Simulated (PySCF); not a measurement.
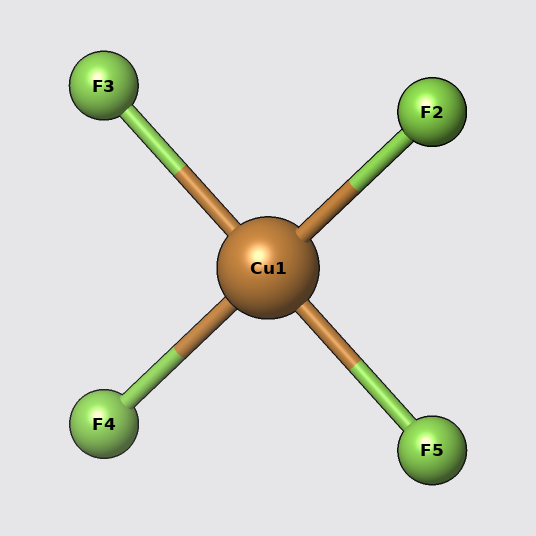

State: charge −1, singlet. The geometry was computed by an optimisation with PBE0-D3(BJ)/def2-SVP. No frequency run is at hand to confirm it as a minimum. Other spin states may lie lower. Electric field gradients from the ground-state density, PBE/pcJ-1 (pcSseg-1 on Cu) (PySCF 2.14.0), non-relativistic apart from any core potentials.

Give the largest field-gradient component, the quadrupole coupling constant and the asymmetry for 63Cu at Cu1 (Q = −220.1 mb).

```json
{"atom": "Cu1", "V_zz (a.u.)": "−2.396", "e²qQ/h (MHz)": "123.9", "η": "0.00"}
```
